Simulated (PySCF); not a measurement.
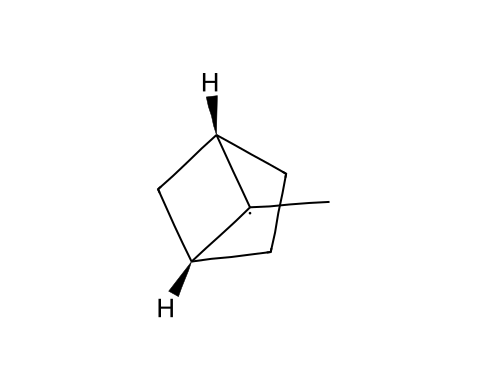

State: neutral, doublet. The computed structure is the end point of a PBE0-D3(BJ)/def2-SVP optimisation. No frequency run is at hand to confirm it as a minimum. Properties computed with UKS B3LYP, IGLO-III on C, pcH-1 on H, non-relativistic (PySCF 2.14.0).

Question: Give the isotropic g value at this level.

Answer: 2.00252.

Question: What is the ⟨S²⟩ of the determinant?

Answer: 0.754.
